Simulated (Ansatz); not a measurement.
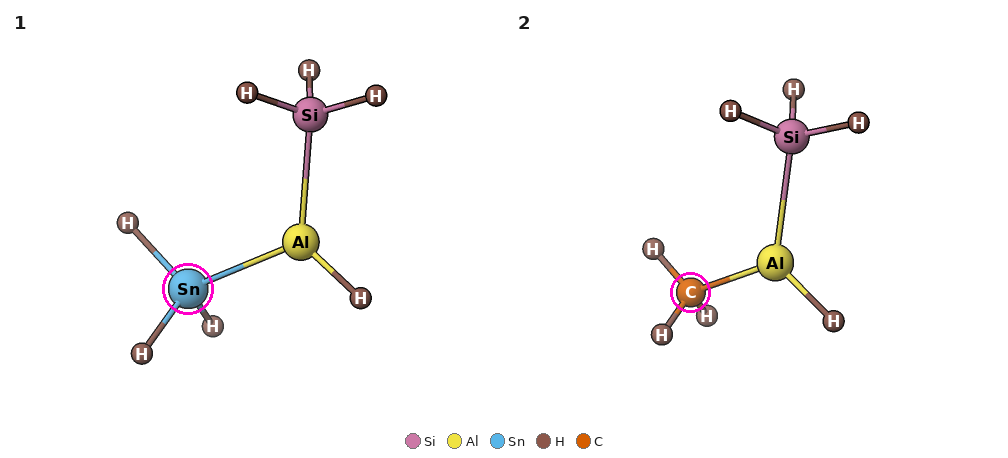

2 molecules with one skeleton, seen from the same side and at one scale; the atom that differs is circled. Charge 0, singlet. Computed geometries: PBE0-D4/def2-TZVP optimisations, one conformation each. Properties computed with Ansatz 0.2.0. Elements past Kr carry core potentials.

One atom differs, called X below: Sn in panel 1, C in panel 2. Their formulas are AlH7SiSn (`[SiH3][AlH][SnH3]`), CH7AlSi (`[CH3][AlH][SiH3]`).

In which is the mean length of X–H larger (PBE0-D4/def2-TZVP)?

Answer. In panel 1 (X = Sn).

In which is the HOMO–LUMO gap larger (r2SCAN-D4/def2-TZVPP)?

Answer. In panel 2 (X = C).

Give the values. With PBE0-D4/def2-TZVP: length of X–Al (Å), mean length of X–H (Å), mean angle Al–X–H (°), harmonic zero-point energy (kJ/mol). With r2SCAN-D4/def2-TZVPP: dipole moment (D), HOMO energy (Kohn–Sham orbital) (eV), HOMO–LUMO gap (eV).

```json
{"quantity": "length of X–Al (Å)", "1 (Sn)": "2.662", "2 (C)": "1.953", "2 − 1": "−0.709"}
{"quantity": "mean length of X–H (Å)", "1 (Sn)": "1.713", "2 (C)": "1.094", "2 − 1": "−0.619"}
{"quantity": "mean angle Al–X–H (°)", "1 (Sn)": "112.4", "2 (C)": "111.5", "2 − 1": "−0.9"}
{"quantity": "dipole moment (D)", "1 (Sn)": "0.73", "2 (C)": "1.05", "2 − 1": "+0.32"}
{"quantity": "HOMO energy (Kohn–Sham orbital) (eV)", "1 (Sn)": "−6.43", "2 (C)": "−6.51", "2 − 1": "−0.08"}
{"quantity": "HOMO–LUMO gap (eV)", "1 (Sn)": "3.39", "2 (C)": "4.26", "2 − 1": "+0.87"}
{"quantity": "harmonic zero-point energy (kJ/mol)", "1 (Sn)": "133.6", "2 (C)": "172.8", "2 − 1": "+39.2"}
```
